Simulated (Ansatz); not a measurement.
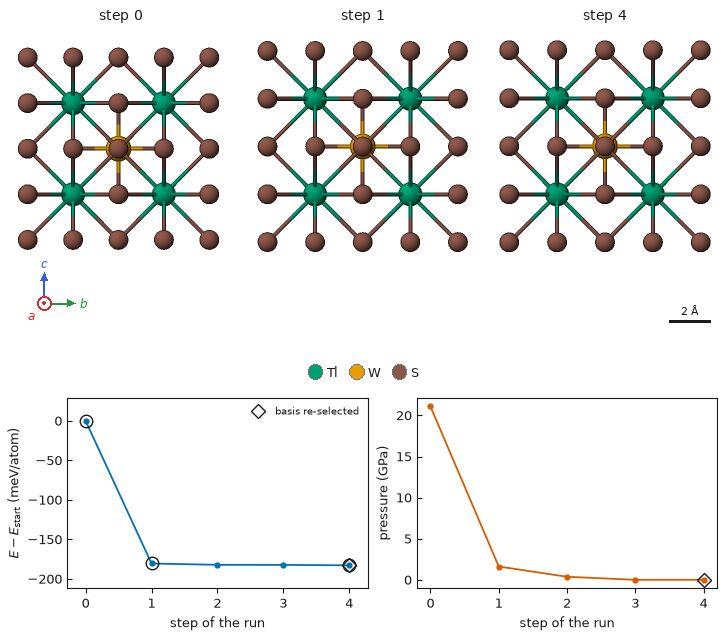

Frames of a relaxation of crystalline TlWS₃ (built on the BaTiO3 type) (coarse preliminary run), marked on the history of the run. A ball-and-stick model of the cell of the calculation, seen along the a axis.

Case: BaTiO3 type (P4/mmm, No. 123).

Theory: Ansatz, DFT PBE, scalar-relativistic, plane waves, PAW. (plane-wave cutoff 420 eV; k-point mesh 4 × 4 × 4; occupations gaussian; smearing width 0.1 eV; no spin polarisation; cell and atoms relaxed; force threshold 0.04 eV/Å; at most 70 steps)

> Describe the path.

The atoms keep their places relative to the cell (all moves are under 0.005 Å). The volume changes by +17.2 %, with a = b 4.527 → 4.775 Å (+5.5 %), c 4.547 → 4.789 Å (+5.3 %). Near-neighbour distances that change, for instance: S–Tl 3.201 → 3.377 Å, S–W 2.263 → 2.388 Å. The space group stays P4/mmm (No. 123). Over 3 accepted moves (4 points after the start) the energy falls by 183 meV per atom. All forces vanish by symmetry, so only the cell relaxes. Pressure: 21.09 GPa at the start and 0.01 GPa at the end. At 1 point the geometry stayed and the basis and grid were re-selected for the new cell (energy shift of 0.6 meV per atom at most each time). Cost: 26 s on 1 thread of Arm Neoverse N1, with other jobs on the host, peak memory 0.38 GiB. From step 0 to 1: volume +15.3 %, energy −180 meV per atom. From step 1 to 4: volume +1.7 %, energy −2.3 meV per atom.

| step | E − E(0), meV/atom | pressure, GPa | volume, Å³/atom | note |
| --- | --- | --- | --- | --- |
| 0 | 0.00 | 21.09 | 18.636 |  |
| 1 | -180.50 | 1.63 | 21.482 |  |
| 2 | -182.17 | 0.38 | 21.759 |  |
| 3 | -182.26 | 0.01 | 21.844 |  |
| 4 | -182.84 | 0.01 | 21.844 | same geometry, new basis |
